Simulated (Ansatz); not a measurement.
H$_{5}$NSi···CH$_{5}$N

```xyz
14

Si   -1.0326   -0.4589   -1.3732
N    -0.8129   -1.6321   -0.1024
H     0.2897    0.2238   -1.6051
H    -2.0930    0.5058   -0.9153
H    -1.4915   -1.0233   -2.7013
H    -0.1719   -0.0964    1.0923
N     0.1785    0.8456    1.3476
C     1.5154    1.0738    0.8867
H    -1.6427   -2.1151    0.2592
H    -0.0332   -2.2936   -0.1930
H    -0.4837    1.5383    0.9773
H     1.8628    2.0937    1.1654
H     2.2212    0.3707    1.3836
H     1.6939    0.9677   -0.2219
```

Level of theory: Ansatz, RKS LDA/def2-SVP.

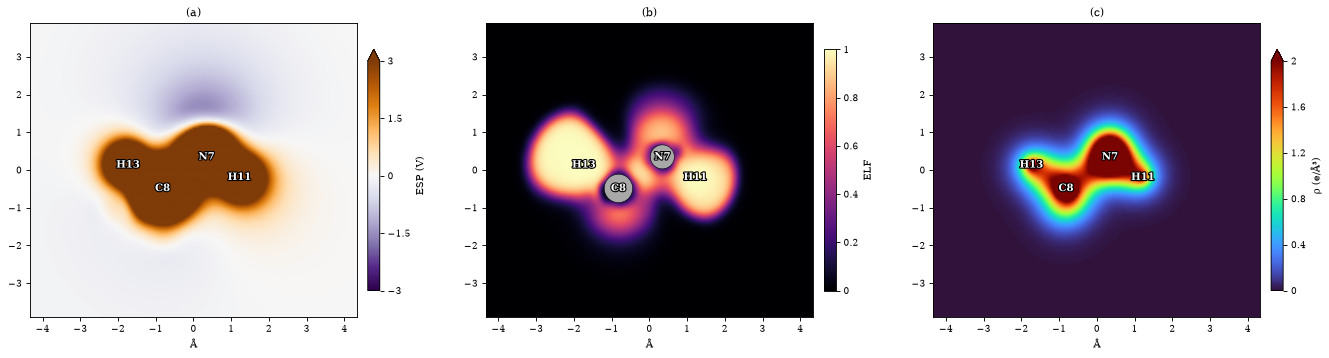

Figure 1. (a) electrostatic potential; (b) electron localisation function; (c) electron density on the plane of atoms N7, C8 and H13. Grey discs cover the atomic cores in the ELF map.

Question: Read the bonding off the picture.

Answer: The section cuts through N, C and H sites.
C–N (1.43 Å): the density is about 2 e/Å³ at the midpoint; the ELF peaks at about 0.90 between the atoms, as expected for a shared electron pair.
N–H (1.03 Å): the density is about 2.7 e/Å³ at the midpoint; the ELF climbs to about 1 towards the hydrogen, as it does in any bond to H; an ordinary covalent bond to hydrogen.
C–H (1.11 Å): ρ is about 1.9 e/Å³ halfway; the ELF climbs to about 1 towards the hydrogen (a covalent bond by its length).
Outside the dense part of the complex the potential is most negative (−1.5 V) near N7.

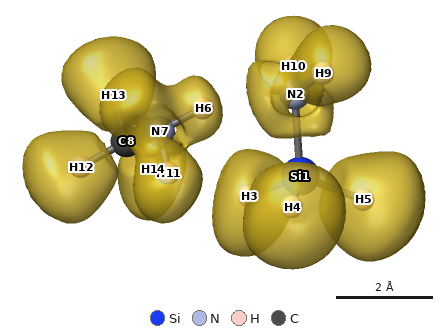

Figure 2. Isosurface of the electron localisation function at 0.75 (yellow), seen across its widest extent. Core shells and regions of very low density are left out.

Question: Identify the bonds, lone pairs and shells in this picture.

Answer: At this value the surface marks out six regions around hydrogen nuclei and two joined regions spread over several atoms (H, N), in which their bonds and any lone pairs are merged.


N2···H6 (2.05 Å): the ELF dips to about 0.15 between them; by its geometry a hydrogen bond between the two molecules, with no shared pair.

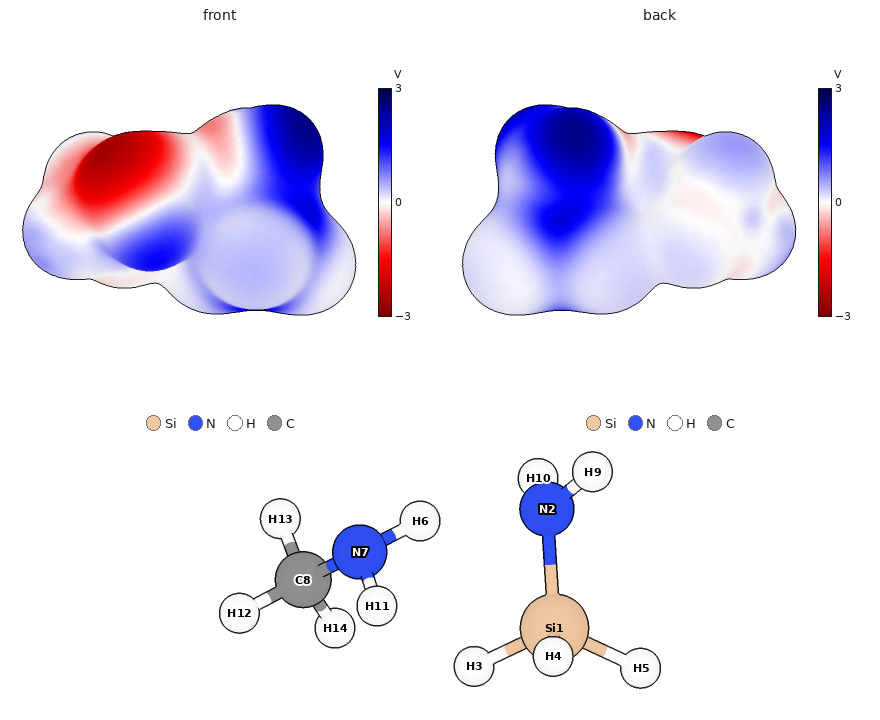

Figure 3. The molecular electrostatic potential painted on the density surface at 0.004 e/bohr³, seen from the front and from behind; the colour scale runs from red (negative) to blue (positive). The bare structure is drawn below in the same view.

Question: Which sites attract a positive test charge, and which a negative one?

Answer: A positive charge is drawn to the negative regions and a negative charge to the positive ones. The most negative region (about −2.5 V) lies over N7, the most positive (about +2.5 V) over H9 and H10. N7 is the likeliest acceptor of a hydrogen bond.

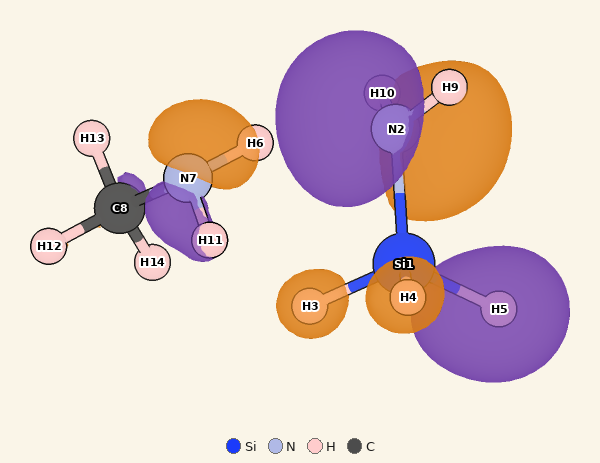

Figure 4. The HOMO−1 at ±0.1 Å⁻³ᐟ² (orange and purple are the two phases), seen across its widest extent.

Question: Describe this orbital and give its energy.

Answer: Its weight (Hirshfeld) is mainly on N2 (about 55 %), Si1 (about 10 %) and H5 (about 10 %). Its energy is −6.23 eV.
